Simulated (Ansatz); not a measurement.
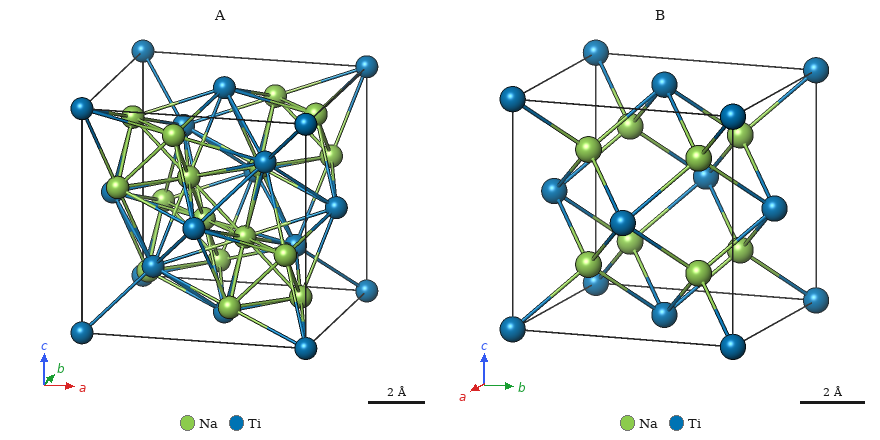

Two structures of Na$_{2}$Ti, each relaxed to rest (conventional cells in solid outline, small ones repeated, not to one scale). Method: DFT PBE, scalar-relativistic, plane waves, PAW in Ansatz 0.2.0, without spin polarisation.

**Name structures A and B.**

A: cubic Laves phase (C15, MgCu₂ type), Fd-3m. B: antifluorite, Fm-3m.

**Which structure is more stable?**

A is lower, by 484 meV/atom at this level of theory (energies at zero smearing). Volumes: A 24.6, B 34.7 Å³/atom.

One or both may be structure types tried for this composition rather than known phases.
